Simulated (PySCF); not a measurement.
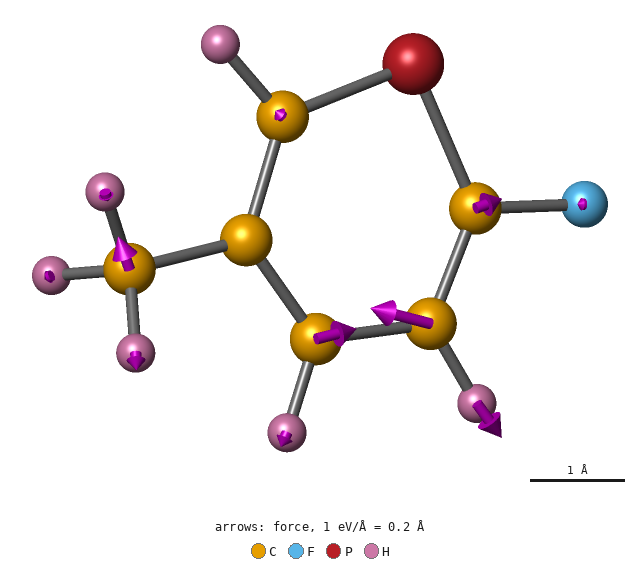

Starting geometry of C6H6FP with the computed forces as purple arrows. Style: ball-and-stick. Shown at a tilt.

The start comes from GFN2-xTB. Its atoms were then displaced at random by about 0.01 Å.

Theory: PBE0-D3(BJ)/def2-SVP geometry optimisation, gas phase in PySCF 2.14.0, density-fitted response routines. 

Q: What follows when this structure is relaxed?

A: It isn't relaxed: the largest force vector, on a C atom, is 3.81 eV/Å. The final displacements follow the starting forces only in part (cosine between the two patterns 0.34). After 6 geometry steps the energy has fallen by 4.84 kcal/mol. The atom that moves furthest after the best rigid fit is an H atom (0.11 Å). Largest moves by element: H 0.11 Å, C 0.04 Å, P 0.03 Å, F 0.03 Å. Among the contacts that change: C–H 1.035 → 1.094 Å, C–C 1.437 → 1.393 Å, C–C 1.357 → 1.386 Å, C–H 1.071 → 1.099 Å. Among the angles between lasting bonds that change: C–C–H 121.4° → 117.2°, C–C–P 128.8° → 126.1°, H–C–H 109.8° → 107.4°.
